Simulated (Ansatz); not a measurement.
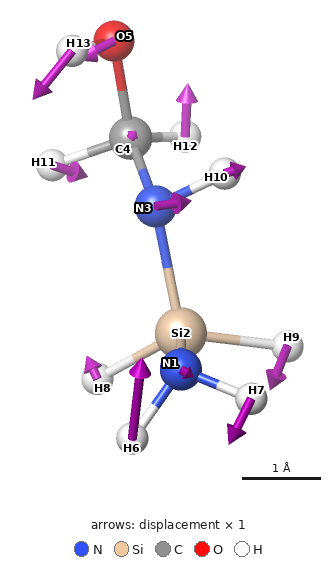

This is a relaxation of CH$_{8}$N$_{2}$OSi. The starting structure is drawn; purple arrows show the displacements, at their true length. The two geometries are superimposed by the best rigid fit.

Style: ball-and-stick. Shown from a free direction.

The run prepares an end point of a later path (inversion) calculation, from a guessed geometry.

Level of theory: RKS PBE0-D4/def2-SVP (Ansatz 0.2.0).

Input file:
```yaml
crystal:
  periodic: [false, false, false]
  atoms:
    - { symbol: "N", position_ang: [-0.9902, -1.3698, 1.6399] }
    - { symbol: Si, position_ang: [-0.0924, -1.3457, 0.2404] }
    - { symbol: "N", position_ang: [0.0648, 0.326, 0.0376] }
    - { symbol: C, position_ang: [0.6054, 0.933, -1.1874] }
    - { symbol: O, position_ang: [0.5664, 2.3057, -0.9902] }
    - { symbol: H, position_ang: [-1.80202, -2.07166, 1.43628] }
    - { symbol: H, position_ang: [-0.47536, -1.85174, 2.37867] }
    - { symbol: H, position_ang: [-0.815, -1.8725, -0.8966] }
    - { symbol: H, position_ang: [1.2275, -1.9252, 0.5672] }
    - { symbol: H, position_ang: [0.7555, 0.6394, 0.7852] }
    - { symbol: H, position_ang: [-0.1707, 0.7185, -1.9874] }
    - { symbol: H, position_ang: [1.5543, 0.6046, -1.4611] }
    - { symbol: H, position_ang: [-0.3238, 2.5253, -0.5344] }
basis:
  gaussian: { orbitals: def2-SVP }
hamiltonian:
  xc: pbe0
  dispersion: d4
relax:
  f_tol: 0.015
  max_steps: 40
```

Launched with:
```bash
ansatz run input.yaml --threads 2 --pin off --max-ram 3072MiB --backend cpu --events-out ev --progress --plain --runs-dir out
```

Question: Which element moves most?

Answer: Hydrogen: up to 1.25 Å, against 0.59 Å for oxygen.

Question: Describe the change and its energy.

Answer: The largest move after the best rigid fit is that of H6, 1.25 Å. By element the largest moves are H 1.25 Å, O 0.59 Å, N 0.54 Å, C 0.13 Å, Si 0.07 Å. Among the contacts that change: N1–H6 1.092 → 1.013 Å, C4–H12 1.041 → 1.104 Å, O5–H13 1.024 → 0.964 Å, N1–Si2 1.663 → 1.722 Å. Bond angles that change, for instance: Si2–N1–H6 104.7° → 122.4°, Si2–N3–H10 105.5° → 118.3°, C4–N3–H10 103.0° → 113.8°. Over 13 accepted moves (14 points after the start) the energy falls by 29.8 kcal/mol. The largest force component goes from 5.1 to 0.0071 eV/Å. The line search rejected the trial step at point 8 of the run.
